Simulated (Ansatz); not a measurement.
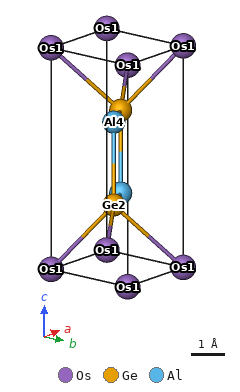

Crystalline Al2Ge2Os (a generated structure, set up in P-3m1), before the relaxation. A ball-and-stick model of the cell of the calculation, reduced to other axes, seen from a free direction. Lengths and directions refer to the drawn axes.

The start is a swapped structure.

Method: DFT, PAW plane waves, PBEsol (Ansatz).

Input
```yaml
crystal:
  lattice:
    - [2.029097, 3.514499, 0.0]
    - [-2.029097, 3.514499, 0.0]
    - [0.0, 0.0, 6.86465]
  atoms:
    - { symbol: Os, position: [0.0, 0.0, 0.0] }
    - { symbol: Ge, position: [0.33333, 0.33334, 0.2585] }
    - { symbol: Ge, position: [0.66667, 0.66666, 0.7415] }
    - { symbol: Al, position: [0.33333, 0.33334, 0.6323] }
    - { symbol: Al, position: [0.66667, 0.66666, 0.3677] }
  symmetry: { tolerance: 0.0003 }
kpoints:
  mp_grid: { grid: [8, 8, 5], shift: [0, 0, 0] }
magnetization:
  spin_polarized: false
scf:
  occupations: { method: fermi_dirac }
  lower_state_search: "off"
hamiltonian:
  pseudopotentials: { kind: paw }
  xc: pbesol
basis:
  ecutwfc: 420
  fft_grid_basis: typed
relax:
  max_steps: 80
  cell: { p_target: 0.0 }
  f_tol: 0.03
output:
  forces: true
  stress: true
  eigenvalues: true
  bader: true
  populations: true
  elf: true
  write_potential: true
  volumetric_format: npy
  dos:
    e_range: [-12, 8]
    de: 0.05
    projected: { site_lists: { Al: [Al], Ge: [Ge], Os: [Os] } }
checkpoint:
  read: saved_state
```

Run as
```bash
ansatz run input.yaml --threads 2 --pin off --max-ram 3584MiB --backend cpu --events-out ev --progress --plain --runs-dir out
```

Q: What does the optimiser find from here?

A: The largest moves relative to the cell, 1.05 Å, are those of Al4 and Al5. Al4 goes along +c. Largest moves by element: Al 1.05 Å, Ge 0.35 Å. Os stays in place. Cell: a = b 4.058 → 4.228 Å (+4.2 %), c 6.865 → 5.269 Å (−23.2 %). Volume −16.7 %. Some distances before and after: Ge2–Al4 4.299 → 2.603 Å, Os1–Al4 3.444 → 2.597 Å, Ge2–Al5 2.460 → 2.578 Å, Ge2–Al4 (another image) 2.566 → 2.667 Å. New bonds form: Ge2–Al4 (4.30 → 2.60 Å), Ge3–Al5 (4.30 → 2.60 Å), Os1–Al4 (3.44 → 2.60 Å), Os1–Al5 (3.44 → 2.60 Å). Among the angles between lasting bonds that change: Ge2–Al5–Ge3 107.7° → 71.3°, Ge2–Os1–Ge3 92.7° → 89.8°, Ge2–Os1–Ge2 87.3° → 90.2°. The space group stays P-3m1 (No. 164). After 16 accepted moves (19 points after the start) the energy has fallen by 740 meV per atom. Largest force component: 2.7 eV/Å at the start, 0.0015 eV/Å at the end. The pressure goes from −7.84 to 0.02 GPa. The line search rejected the trial steps at points 15, 17 of the run. At 1 point the geometry stayed and the basis and grid were re-selected for the new cell (energy shift of 0.2 meV per atom at most each time).

The structure at the end:

```xyz
5
Lattice="2.1140 3.6616 0.0000 -2.1140 3.6616 0.0000 0.0000 0.0000 5.2693" Properties=species:S:1:pos:R:3 pbc="T T T"
Os    0.0000    0.0000    5.2693
Ge    0.0000    2.4411    1.7154
Ge    0.0000    4.8821    3.5539
Al    0.0000    2.4411    4.3821
Al    0.0000    4.8821    0.8872
```

After the run, drawn alike:

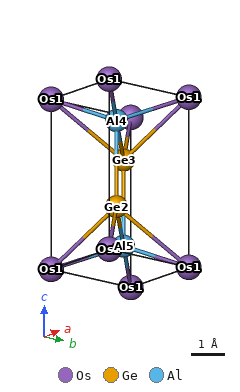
